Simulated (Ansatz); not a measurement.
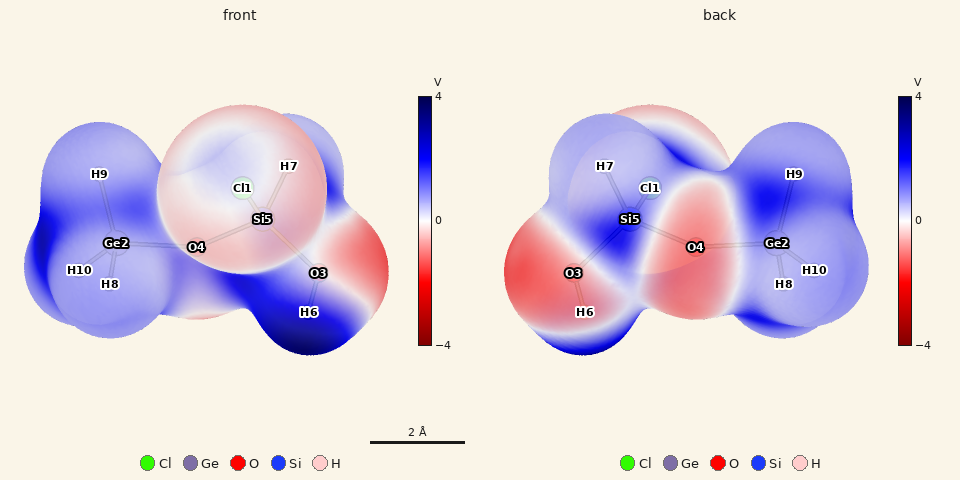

Figure. ClGeH5O2Si. The molecular electrostatic potential painted on the density surface at 0.004 e/bohr³, seen from the front and from behind; the colour scale runs from red (negative) to blue (positive).

Geometry: PBE-D3(BJ)/def2-SVP.

Level of theory: isolated molecule in a Gaussian basis; Kohn-Sham density functional theory, functional PBE0 in Ansatz.

The calculation's input:

```
crystal:
  periodic: [false, false, false]
  atoms:
    - {symbol: Cl, position_ang: [-0.346156, 2.700769, 0.660833]}
    - {symbol: Ge, position_ang: [1.405551, -0.235227, 1.696107]}
    - {symbol: O, position_ang: [-2.309108, 0.582252, -0.472571]}
    - {symbol: O, position_ang: [-0.351287, -0.270986, 1.251850]}
    - {symbol: Si, position_ang: [-1.438751, 0.924746, 0.899088]}
    - {symbol: H, position_ang: [-1.786447, 0.372650, -1.266809]}
    - {symbol: H, position_ang: [-2.447568, 1.121374, 1.971894]}
    - {symbol: H, position_ang: [2.217571, 0.200803, 0.450909]}
    - {symbol: H, position_ang: [1.605312, 0.743639, 2.879743]}
    - {symbol: H, position_ang: [1.718255, -1.695717, 2.096093]}
basis:
  gaussian:
    orbitals: def2-SVPD
total_charge: 0
magnetization:
  spin_polarized: false
hamiltonian:
  xc: pbe0
output:
  forces: true
  orbitals: {seedname: orbitals}
```

Launched as:

```sh
ansatz run input.yaml --threads 2 --pin off --max-ram 4350MiB --events-out events.jsonl --progress --plain --runs-dir runs
```

**Where is the surface potential most negative and most positive?**

The most negative region (about −1.4 V) lies over O3, the most positive (about +3.5 V) over H6. Cl1 shows a σ-hole: about +0.3 V at the tip opposite its bond, against about −0.2 V on its flanks. O3 is the likeliest acceptor of a hydrogen bond.

**How polar is the molecule by this calculation?**

Its dipole moment is 2.12 D.
